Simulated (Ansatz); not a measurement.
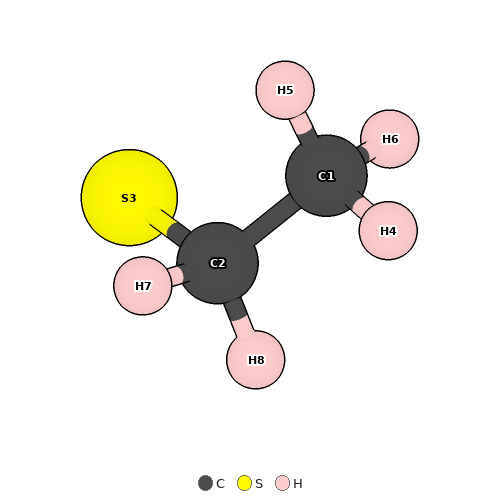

The system is C2H5S, SMILES CC[S], spin multiplicity 2; the picture shows the grid point nearest to the relaxed geometry. Two internal coordinates are moved rigidly from the geometry relaxed at PBE0-D4/def2-TZVP, all others fixed. The first coordinate is: angle H7–C2–C1; the second: torsion H4–C1–C2–S3. Grid: 5 × 5 points. Points are written as (first, second). Energies: kcal/mol, counted from the lowest grid point. Level of theory: UKS PBE-D4/def2-TZVPP (Ansatz).

Its coordinates:

```xyz
8

C    -0.4477    0.5840   -0.3234
C     0.3149   -0.6001    0.2354
S     1.7492   -0.1962    1.2233
H    -1.4114    0.2645   -0.7310
H     0.1175    1.0690   -1.1211
H    -0.6341    1.3279    0.4530
H     0.6702   -1.2658   -0.5604
H    -0.3227   -1.2314    0.8660
```

Range: angle H7–C2–C1 from 81.7 to 141.7°; torsion H4–C1–C2–S3 from −168 to −72°.

What will the energy surface look like?

The lowest grid point is at (111.7°, −168°). It lies at the edge of the scanned range, so the true minimum may lie outside. The energy also falls towards the edge at (111.7°, −72°) (0.030 kcal/mol above the lowest), where a further well may lie outside the range. The highest grid point, (81.7°, −120°), lies 21.6 kcal/mol above the lowest.

```
torsion H4–C1–C2–S3 ↓, angle H7–C2–C1 →  81.7  96.7  111.7  126.7  141.7
                                    −72  17.1   4.7    0.0    4.0   15.3
                                    −96  19.8   6.6    1.6    5.3   16.4
                                   −120  21.6   7.8    2.5    6.1   17.1
                                   −144  19.9   6.6    1.5    5.2   16.4
                                   −168  17.1   4.7    0.0    3.9   15.3
```

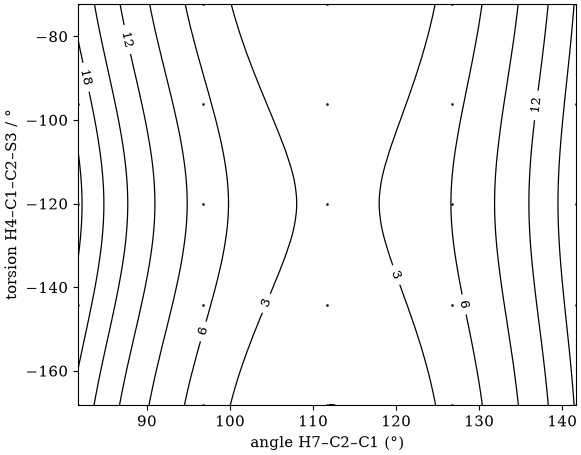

Drawn: contour lines labelled in kcal/mol, dots at the grid points. Between grid points the surface is interpolated.
